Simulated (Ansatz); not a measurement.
CH$_{4}$F$_{2}$O$_{2}$SW

```yaml
atoms:
  - { symbol: C, position_ang: [0.8936, -1.4318, -0.7683] }
  - { symbol: O, position_ang: [-0.0508, -0.7256, -0.0072] }
  - { symbol: W, position_ang: [-0.4520, 1.0673, 0.2861] }
  - { symbol: O, position_ang: [-1.7713, 0.5269, 1.5060] }
  - { symbol: F, position_ang: [0.0061, 1.2727, -1.5263] }
  - { symbol: F, position_ang: [-1.5215, 2.5605, -0.0275] }
  - { symbol: S, position_ang: [1.2292, 1.7495, 1.3669] }
  - { symbol: H, position_ang: [0.9797, -0.9805, -1.7608] }
  - { symbol: H, position_ang: [1.8670, -1.3922, -0.2694] }
  - { symbol: H, position_ang: [0.5687, -2.4692, -0.8633] }
  - { symbol: H, position_ang: [-1.6836, -0.2347, 2.0845] }
```

Geometry: PBE0-D4/def2-TZVP; core potentials replace the inner electrons of W.

The calculation used Ansatz 0.2.0, RKS PBE0-D4/def2-TZVPP.

Predict the electron density and electron localisation function between the atoms.

W–O (1.88 Å): the density is about 1.2 e/Å³ at the midpoint; the ELF peaks at about 0.85 in the valence shell of O, 0.5 Å from its nucleus, and drops to about 0.25 between the two atoms.
W–F (1.88 Å): the density is about 1.1 e/Å³ at the midpoint; the ELF peaks at about 0.85 in the valence shell of F, 0.5 Å from its nucleus, and drops to about 0.25 between the two atoms.
W–S (2.11 Å): ρ is about 1.1 e/Å³ halfway; the ELF peaks at about 0.75 in the valence shell of S, 0.8 Å from its nucleus, and is about 0.50 at the midpoint.

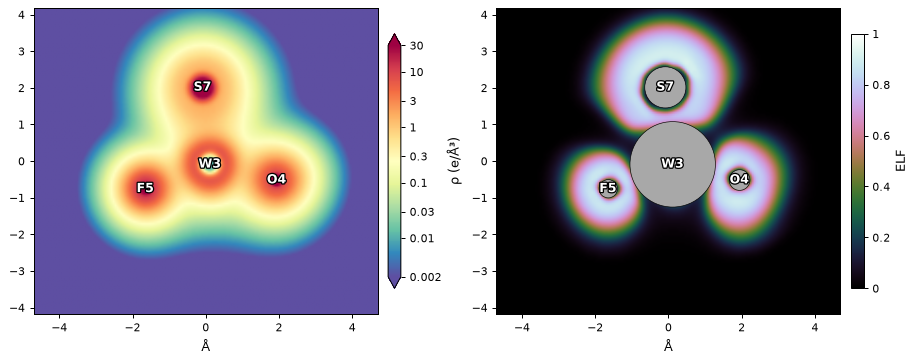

Computed electron density and electron localisation function on the plane of atoms O4, W3 and S7, in this order. Grey discs cover the atomic cores in the ELF map. 
